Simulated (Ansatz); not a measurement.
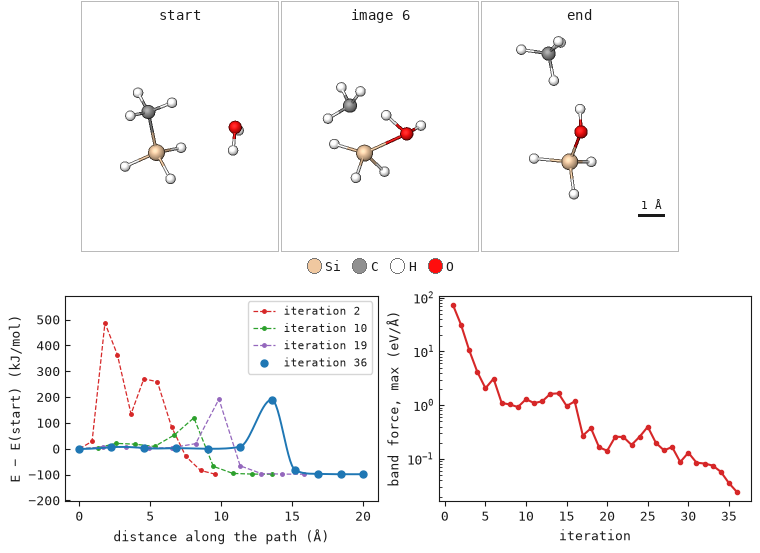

A search for the minimum-energy path of CH₈OSi, made up at the start of CH₆Si and H$_{2}$O by the nudged elastic band. Images are numbered from 0 (start) to 10 (end). The plot follows the band through its iterations. A ball-and-stick model, seen at a tilt.

Theory: RKS BLYP/6-31G* in Ansatz 0.2.0. Set-up: 9 movable images; climbing image; force threshold 0.03 eV/Å; iteration limit 60; starting path through a guess of the saddle point.

Question: Judge this run.

Answer: The run is converged, with reservations. The band converged in 36 iterations. The largest component of the band force went from 73 to 0.024 eV/Å. The climbing image converged on the top of the path. Its vibrational analysis gives one imaginary mode (1177i cm⁻¹), as a transition state must have. The first iteration put the highest image at 2119.2 kJ/mol. The highest point, image 6, lies 190.4 kJ/mol above the start and 288.7 kJ/mol above the end; the end is at −98.3 kJ/mol relative to the start.

Limits of the set-up: the start holds two separate molecules, 2.7 Å apart at their closest, whose relative position is a soft coordinate and is computed without a dispersion correction.
